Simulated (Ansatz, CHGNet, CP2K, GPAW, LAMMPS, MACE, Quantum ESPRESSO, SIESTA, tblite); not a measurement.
# Liquid (Rb,Cs)Cl at 1000 K (84 atoms) in Quantum ESPRESSO

Aim: run liquid (Rb,Cs)Cl at 1000 K (84 atoms) in Quantum ESPRESSO and see how near its forces come to a plane-wave reference, and at what cost.

Calculated with Quantum ESPRESSO 7.5; the method is named at each step.

**1. The starting structure**

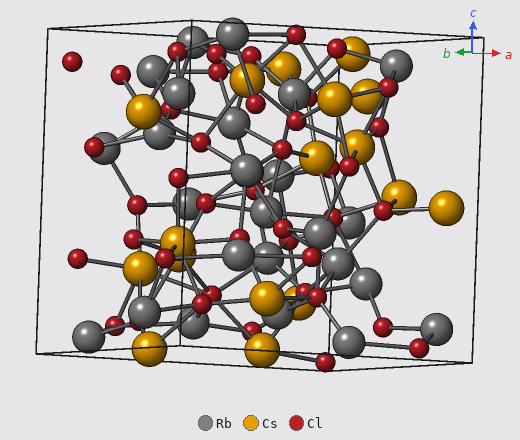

The cell as given, slightly off an axis (rubidium grey, caesium orange, chlorine red). Bonds to atoms that aren't drawn are left out. Some periodic images of atoms are drawn too.

The cell holds 84 atoms: 25 Rb, 17 Cs and 42 Cl. Cell: a = 15.586 Å, b = 15.586 Å, c = 15.586 Å, α = 90.0°, β = 90.0°, γ = 90.0°. 84 atoms (25 Rb, 17 Cs, 42 Cl) placed at random at 2.58 g/cm³, melted at 1800 K for 10 ps at fixed volume with the Lennard-Jones and Coulomb ion parameters for SPC/E (Joung and Cheatham, J. Phys. Chem. B 112, 9020 (2008)), full charges. Snapshot at the end of a hold of 20 ps at 1000 K and fixed volume.

The yardstick, on the same geometry:

```
method                                           : Kohn-Sham DFT, PBE, PAW, plane waves (Ansatz 0.2.0); cutoff 420 eV, Γ point, fermi-dirac smearing of 0.05 eV; PAW set soft_2
r.m.s. force component                           : 0.3246 eV/Å
longest force                                    : 1.643 eV/Å
pressure                                         : 0.777 GPa
gap (highest filled to lowest empty level) : 3.753 eV
SCF cycles                                       : 7
time                                             : 23 s on 8 threads of Arm Neoverse V2, shared host
CPU time                                         : 3 min
```

**2. PBE, sssp-1.3.0-efficiency, 45/360 Ry**

Method: Kohn-Sham DFT, PBE, SSSP efficiency 1.3.0 pseudopotentials, plane waves.

Input file pw.in:

```
&control
  calculation = 'scf'
  pseudo_dir = './pseudo'
  outdir = './tmp'
  disk_io = 'none'
  tprnfor = .true.
  tstress = .true.
/
&system
  ibrav = 0
  nat = 84
  ntyp = 3
  ecutwfc = 45
  ecutrho = 360
  nosym = .true.
  occupations = 'smearing'
  smearing = 'fd'
  degauss = 0.003675
/
&electrons
  conv_thr = 4.2e-07
  electron_maxstep = 100
  mixing_beta = 0.4
  mixing_mode = 'plain'
  diagonalization = 'david'
/
ATOMIC_SPECIES
Rb 85.468 Rb.upf
Cs 132.905 Cs.upf
Cl 35.450 Cl.upf
CELL_PARAMETERS angstrom
15.58600 0.00000 0.00000
0.00000 15.58600 0.00000
0.00000 0.00000 15.58600
ATOMIC_POSITIONS crystal
Rb 0.57887 0.23343 0.38236
Rb 0.93059 0.61764 0.25504
Rb 0.50103 0.93524 0.12049
Rb 0.45649 0.50489 0.57218
Rb 0.96650 0.82356 0.44985
Rb 0.15616 0.89603 0.63770
Rb 0.52772 0.75546 0.73115
Rb 0.34593 0.96080 0.88550
Rb 0.65118 0.15228 0.04857
Rb 0.99878 0.25300 0.10929
Rb 0.58603 0.46143 0.81516
Rb 0.77601 0.94316 0.58715
Rb 0.56850 0.48773 0.14334
Rb 0.19604 0.11240 0.97106
Rb 0.01568 0.10437 0.77936
Rb 0.83873 0.27393 0.91112
Rb 0.46362 0.91932 0.48335
Rb 0.33085 0.66120 0.96627
Rb 0.73294 0.41456 0.30116
Rb 0.67301 0.78321 0.32463
Rb 0.33189 0.25697 0.56359
Rb 0.09842 0.83811 0.05309
Rb 0.21987 0.06417 0.29226
Rb 0.58180 0.61721 0.45708
Rb 0.21021 0.62355 0.67898
Cs 0.78462 0.94881 0.91559
Cs 0.14215 0.33136 0.33091
Cs 0.65128 0.75328 0.04005
Cs 0.98630 0.76688 0.83775
Cs 0.38848 0.19794 0.17048
Cs 0.05601 0.42622 0.73316
Cs 0.83896 0.58213 0.95543
Cs 0.88895 0.99421 0.20438
Cs 0.77850 0.68121 0.63507
Cs 0.71290 0.26873 0.65446
Cs 0.34003 0.29113 0.84182
Cs 0.94979 0.44671 0.51718
Cs 0.27273 0.85094 0.27226
Cs 0.28247 0.60716 0.31083
Cs 0.12693 0.47059 0.00841
Cs 0.95810 0.13223 0.47656
Cs 0.55079 0.10694 0.78928
Cl 0.70332 0.93548 0.10394
Cl 0.25114 0.41736 0.64860
Cl 0.60785 0.57647 0.64954
Cl 0.80656 0.61077 0.45121
Cl 0.27432 0.09367 0.75996
Cl 0.08402 0.26340 0.91434
Cl 0.20589 0.27737 0.14601
Cl 0.72390 0.61494 0.21616
Cl 0.77641 0.75844 0.82203
Cl 0.60493 0.29104 0.18808
Cl 0.04767 0.57761 0.84944
Cl 0.31862 0.77234 0.76248
Cl 0.67706 0.36199 0.95839
Cl 0.81846 0.28417 0.46562
[... 24 atom lines left out ...]
Cl 0.27680 0.89660 0.46903
Cl 0.32165 0.26692 0.35237
Cl 0.03812 0.72448 0.63035
Cl 0.08923 0.53114 0.34515
K_POINTS gamma
```

Launch:

```bash
> OMP_NUM_THREADS=1 mpirun -np 4 pw.x -in pw.in > output.txt
```

Log:

```text
Program PWSCF
     gamma-point specific algorithms are used
     one sub-group per band group will be used
     scalapack distributed-memory algorithm (size of sub-group:  2*  2 procs)
     Parallelization info
     sticks:   dense  smooth     PW     G-vecs:    dense   smooth      PW
     Min        6203    3099    779               736783   260475   32545
     Max        6206    3102    782               736798   260490   32550
     Sum       24817   12401   3125              2947153  1041925  130195
     bravais-lattice index     =            0
     lattice parameter (alat)  =      29.4533  a.u.
     unit-cell volume          =   25550.5714 (a.u.)^3
     number of atoms/cell      =           84
     number of atomic types    =            3
     number of electrons       =       672.00
     number of Kohn-Sham states=          403
     kinetic-energy cutoff     =      45.0000  Ry
     charge density cutoff     =     360.0000  Ry
     scf convergence threshold =      4.2E-07
     mixing beta               =       0.4000
     number of iterations used =            8  plain     mixing
     Exchange-correlation=  SLA  PW   PBX  PBC
                           (   1   4   3   4   0   0   0)
     crystal axes: (cart. coord. in units of alat)
               a(1) = (   1.000000   0.000000   0.000000 )
               a(2) = (   0.000000   1.000000   0.000000 )
               a(3) = (   0.000000   0.000000   1.000000 )
     reciprocal axes: (cart. coord. in units 2 pi/alat)
               b(1) = (  1.000000  0.000000  0.000000 )
               b(2) = (  0.000000  1.000000  0.000000 )
               b(3) = (  0.000000  0.000000  1.000000 )
     PseudoPot. # 1 for Rb:
     Pseudo is Norm-conserving, Zval =  9.0
     PseudoPot. # 2 for Cs:
     Pseudo is Ultrasoft + core correction, Zval =  9.0
     PseudoPot. # 3 for Cl:
     Pseudo is Ultrasoft + core correction, Zval =  7.0
     atomic species   valence    mass     pseudopotential
     Rb                9.00    85.46800     Rb( 1.00)
     Cs                9.00   132.90500     Cs( 1.00)
     Cl                7.00    35.45000     Cl( 1.00)
     No symmetry found
   Cartesian axes
     number of k points=     1  Fermi-Dirac smearing, width (Ry)=  0.0037
                       cart. coord. in units 2pi/alat
        k(    1) = (   0.0000000   0.0000000   0.0000000), wk =   2.0000000
     Dense  grid:  1473577 G-vectors     FFT dimensions: ( 180, 180, 180)
     Smooth grid:   520963 G-vectors     FFT dimensions: ( 125, 125, 125)
     Initial potential from superposition of free atoms
     starting charge     670.7110, renormalised to     672.0000
     negative rho (up, down):  6.339E-01 0.000E+00
     Starting wfcs are  514 randomized atomic wfcs
     Self-consistent Calculation
     iteration #  1     ecut=    45.00 Ry     beta= 0.40
     Threshold (ethr) on eigenvalues was too large:
     Diagonalizing with lowered threshold
     negative rho (up, down):  6.467E-01 0.000E+00
     total energy              =   -3703.61246141 Ry
     estimated scf accuracy    <       5.10750074 Ry
     iteration #  2     ecut=    45.00 Ry     beta= 0.40
     negative rho (up, down):  6.325E-01 0.000E+00
     total energy              =   -3704.40978970 Ry
     estimated scf accuracy    <       0.37095031 Ry
     iteration #  3     ecut=    45.00 Ry     beta= 0.40
     negative rho (up, down):  6.110E-01 0.000E+00
     total energy              =   -3704.46345724 Ry
     estimated scf accuracy    <       0.09888522 Ry
     iteration #  4     ecut=    45.00 Ry     beta= 0.40
     negative rho (up, down):  6.113E-01 0.000E+00
     total energy              =   -3704.47195888 Ry
     estimated scf accuracy    <       0.00547871 Ry
     iteration #  5     ecut=    45.00 Ry     beta= 0.40
     negative rho (up, down):  6.121E-01 0.000E+00
     total energy              =   -3704.47339126 Ry
     estimated scf accuracy    <       0.00029952 Ry
     iteration #  6     ecut=    45.00 Ry     beta= 0.40
     negative rho (up, down):  6.118E-01 0.000E+00
     total energy              =   -3704.47351875 Ry
     estimated scf accuracy    <       0.00008864 Ry
     iteration #  7     ecut=    45.00 Ry     beta= 0.40
     negative rho (up, down):  6.118E-01 0.000E+00
     total energy              =   -3704.47356301 Ry
     estimated scf accuracy    <       0.00000742 Ry
     iteration #  8     ecut=    45.00 Ry     beta= 0.40
     negative rho (up, down):  6.116E-01 0.000E+00
     total energy              =   -3704.47356716 Ry
     estimated scf accuracy    <       0.00000044 Ry
     iteration #  9     ecut=    45.00 Ry     beta= 0.40
     negative rho (up, down):  6.115E-01 0.000E+00
     End of self-consistent calculation
          k = 0.0000 0.0000 0.0000 ( 65098 PWs)   bands (ev):
   -25.0582 -25.0113 -24.8726 -24.8555 -24.7994 -24.7964 -24.6106 -24.5950
   -24.5764 -24.5705 -24.5561 -24.4763 -24.4677 -24.4464 -24.4140 -24.3998
   -24.3736 -24.2973 -24.2209 -24.1844 -24.0642 -23.9233 -23.8935 -23.8661
   -23.8603 -19.5069 -19.3142 -19.3036 -19.2203 -18.9628 -18.9150 -18.8454
   -18.8190 -18.7038 -18.7033 -18.6646 -18.5763 -18.5566 -18.4973 -18.4797
   -18.2616 -18.2078 -12.4822 -12.3124 -12.2460 -12.2240 -12.1348 -12.1135
   -12.0672 -12.0093 -11.9996 -11.9476 -11.9297 -11.9193 -11.8844 -11.8501
   -11.8356 -11.8148 -11.7938 -11.7787 -11.7765 -11.7364 -11.7274 -11.7222
   -11.6638 -11.6512 -11.6242 -11.6144 -11.5991 -11.5666 -11.5597 -11.5480
   -11.5167 -11.5013 -11.4709 -11.4510 -11.4150 -11.3994 -11.3840 -11.3707
   -11.3503 -11.3259 -11.2737 -11.2632  -9.3580  -9.2620  -9.1469  -9.1036
    -9.0745  -9.0551  -9.0424  -9.0018  -8.9825  -8.9431  -8.9408  -8.9130
[...]
6.5029   6.5441   6.5558   6.5793   6.5903   6.6060   6.6305   6.6551
     6.6697   6.7097   6.7324   6.7419   6.7829   6.7935   6.8128   6.8456
     6.8632   6.8777   6.8914   6.9354   6.9600   6.9793   7.0036   7.0255
     7.0507   7.0636   7.0757   7.0877   7.1019   7.1382   7.1627   7.1669
     7.2056   7.2367   7.2491   7.2841   7.3070   7.3279   7.3443   7.3576
     7.3665   7.3979   7.3988
     the Fermi energy is     2.6711 ev
!    total energy              =   -3704.47356789 Ry
     estimated scf accuracy    <       0.00000007 Ry
     smearing contrib. (-TS)   =       0.00000000 Ry
     internal energy E=F+TS    =   -3704.47356789 Ry
     The total energy is F=E-TS. E is the sum of the following terms:
     one-electron contribution =   -1292.31155773 Ry
     hartree contribution      =     842.02389805 Ry
     xc contribution           =   -1101.52503364 Ry
     ewald contribution        =   -2152.66087457 Ry
     convergence has been achieved in   9 iterations
     negative rho (up, down):  6.115E-01 0.000E+00
     Forces acting on atoms (cartesian axes, Ry/au):
     atom    1 type  1   force =    -0.00548708   -0.01280432    0.00597396
     atom    2 type  1   force =    -0.00003669   -0.00028485   -0.00545795
     atom    3 type  1   force =    -0.01249520    0.00030287   -0.00470184
     atom    4 type  1   force =    -0.03387722   -0.05176466    0.01758288
     atom    5 type  1   force =     0.00860306   -0.00876309    0.00979620
     atom    6 type  1   force =     0.01394103    0.00182599    0.00337471
     atom    7 type  1   force =    -0.00106750    0.00042393    0.01327962
     atom    8 type  1   force =    -0.00055802   -0.01330170    0.00082843
     atom    9 type  1   force =     0.00611670    0.00373994   -0.00578294
     atom   10 type  1   force =     0.00852619    0.01180767    0.00637789
     atom   11 type  1   force =    -0.00046670    0.01417252    0.01472193
     atom   12 type  1   force =    -0.02626070    0.01012633   -0.00007747
[...]
atom   80 type  3   force =    -0.01449330    0.00061547   -0.01202423
     atom   81 type  3   force =    -0.02041394    0.00742118    0.01025559
     atom   82 type  3   force =     0.03063801   -0.01328282    0.02429333
     atom   83 type  3   force =    -0.00144353   -0.00335039   -0.00709487
     atom   84 type  3   force =    -0.00748218    0.00735901    0.00816392
     Total force =     0.199143     Total SCF correction =     0.000261
     Computing stress (Cartesian axis) and pressure
     negative rho (up, down):  6.115E-01 0.000E+00
          total   stress  (Ry/bohr**3)                   (kbar)     P=        7.52
   0.00004606  -0.00000149   0.00000443            6.78       -0.22        0.65
  -0.00000149   0.00006031   0.00000998           -0.22        8.87        1.47
   0.00000443   0.00000998   0.00004709            0.65        1.47        6.93
     Message from routine punch:
     Nothing written, as per user request (disk_io='none')
```

Wall time 6.6 min (4 MPI ranks of Arm Neoverse V2, shared host); peak memory 9.5 GiB; 26 min of CPU time.

Banners, paths, timers and routine set-up lines are dropped from the logs unmarked, and long logs keep their key lines alone; longer cuts are marked.

Against the reference:

```
r.m.s. force component                           : 0.3225 eV/Å
r.m.s. difference of force components            : 4.787 meV/Å
longest difference of force vectors              : 18.66 meV/Å
force difference over r.m.s. force               : 1.475 %
slope of forces against the reference's          : 0.9937
correlation of force components                  : 0.9999
gap (highest filled to lowest empty level) : 3.754 eV
gap difference                                   : 0.0008 eV
pressure                                         : 0.7527 GPa
pressure difference                              : -0.0243 GPa
```

Length of the force difference by element (eV/Å):

```csv
element,atoms,mean,most
Cl,42,0.008,0.019
Cs,17,0.01,0.015
Rb,25,0.003,0.011
```

Levels nearest the highest filled one (eV from it): -0.28, -0.28, -0.26, -0.26, -0.25, -0.21, -0.17, -0.08, -0.07, -0.04, -0.04, 0.00, 3.75, 4.49, 4.66, 4.67, 4.71, 4.80, 4.83, 4.94, 5.15, 5.17, 5.24, 5.26.

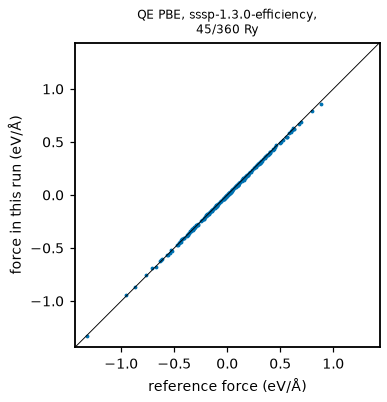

Force components against those of the reference; the line marks equality.

Local excerpt of 9 atoms (numbers count through the whole input) about Rb4, which bears the longest force; x, y, z are measured from there.

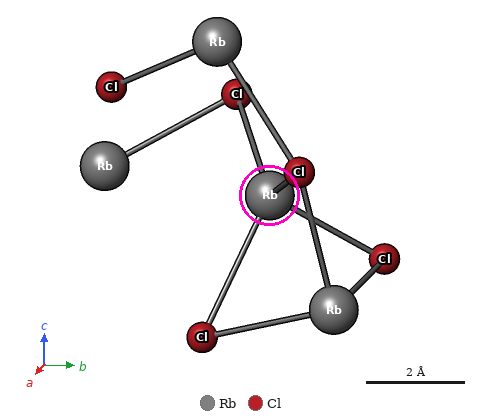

The atoms of the table, within 4.3 Å (arrows a, b, c point along x, y, z); some may hide others; the central atom is ringed.

```csv
atom,x,y,z,distance (Å),Fx,Fy,Fz (eV/Å)
Rb4,0.00,0.00,0.00,0.00,-0.87,-1.33,0.45
Cl64,-1.08,2.17,-1.52,2.86,-0.18,0.61,0.13
Cl45,2.36,1.12,1.21,2.87,0.16,0.09,0.40
Rb24,1.95,1.75,-1.79,3.18,0.59,0.38,-0.44
Cl75,1.46,-1.11,-2.68,3.25,0.04,-0.17,-0.11
Cl44,-3.20,-1.36,1.19,3.68,0.29,0.36,0.05
Cl61,0.98,-3.11,2.40,4.05,-0.41,0.02,-0.44
Rb21,-1.94,-3.86,-0.13,4.33,-0.28,-0.20,-0.02
Rb11,2.02,-0.68,3.79,4.34,-0.01,0.36,0.38
```

Forces lie 1.5 % from the reference's, at 9.0 times its CPU time (on 4 against 8 cores).

**3. Outcome**

| Quantity | Value |
| --- | --- |
| force difference from the reference | QE PBE, sssp-1.3.0-efficiency, 45/360 Ry, 1.5 % |
| its CPU time | 26 min |

In words: PBE on plane waves or a grid with other potentials, cutoffs or grids differs from the reference by 1.5 % (QE PBE, sssp-1.3.0-efficiency, 45/360 Ry) of the r.m.s. force; this holds the reference's own error, so differences of a few per cent don't tell which side is nearer the exact PBE result (QE's 45 Ry are 612 eV, against the reference's 420 eV). PBE gaps agree with the reference's 3.75 eV within 0.001 eV. The frame stands for 1000 K, but pressures are static and levels are smeared at 580 K. The network of bonds at the start is that of the classical potential that made the cell, and needn't be the one that DFT or experiment would give. The ion parameters were fitted for water, not for melts, so the starting structure of this cell may lie well off the real melt's. The electronic-structure runs sample only Γ, in a cell whose shortest periodic width is 16 Å. Spin–orbit coupling is left out, which matters for the levels of the heavy elements.

[Also dropped from logs without a mark: logging warnings of Python, and SIESTA's first energy breakdown and zero terms.]

[Logs are printed without paths, hosts, clocks, repeated set-up lines and the standing remarks that a program may print on its own settings, such as how far it seeks lower states.]

[Hosts, paths, dates, database ids (printed as entryN), source tags and the programs' standing remarks are cut or masked in the printed files.]
